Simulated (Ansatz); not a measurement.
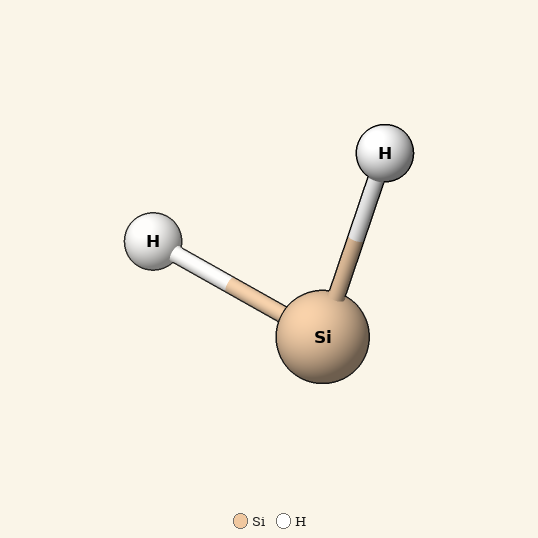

Ball-and-stick drawing of a structure. Every bond is drawn as one stick, whatever its order.

**Which formula does it have?**

SiH2, 3 atoms: 1 silicon and 2 hydrogen.

**Which point group does it belong to?**

C2v.

**How many bonds of each kind are drawn?**

2 Si–H. Sticks follow a distance rule.

More results for the same structure follow; atom numbers are the same in all pictures, views and colours differ. The computed structure is the end point of a PBE0-D4/def2-TZVP optimisation.

## Vibrations

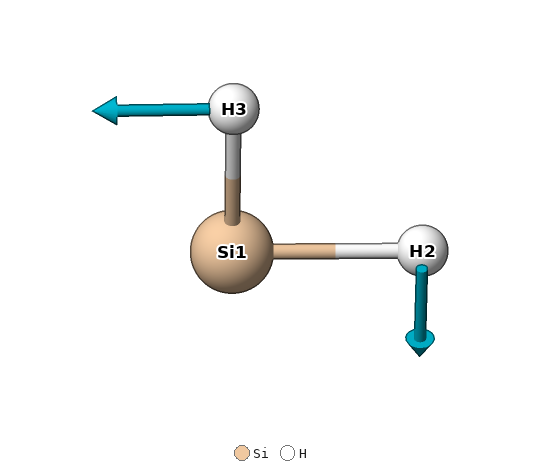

The arrows show one normal mode. Harmonic vibrations computed with RKS PBE0-D4/def2-TZVP (Ansatz 0.2.0) at a stationary point of the same level.

**What kind of motion is it?**

Mostly H–Si–H bending.

**At what wavenumber does it lie?**

1011 cm⁻¹; it is mode 1 of 3 counted from the lowest.

## Charges

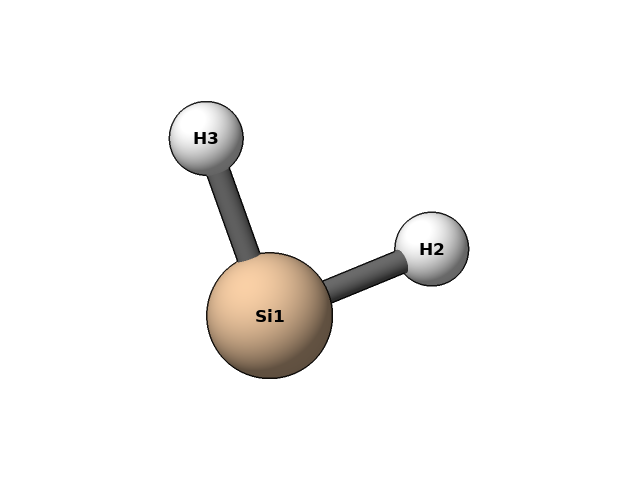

The questions are on Mulliken charges. Method: RKS PBE0-D4/def2-TZVP (Ansatz 0.2.0).

List the Mulliken charges.

| atom | value (e) |
| --- | --- |
| Si1 | 0.03 |
| H2 | −0.01 |
| H3 | −0.01 |

## Electronic properties

Properties computed with RKS PBE0-D4/def2-TZVPP (Ansatz 0.2.0).

Computed properties:

- HOMO energy (Kohn–Sham orbital): −6.87 eV
- LUMO energy (Kohn–Sham orbital): −3.10 eV
- HOMO–LUMO gap: 3.77 eV

Mulliken values depend strongly on the basis set and can even reverse the polarity of a bond.
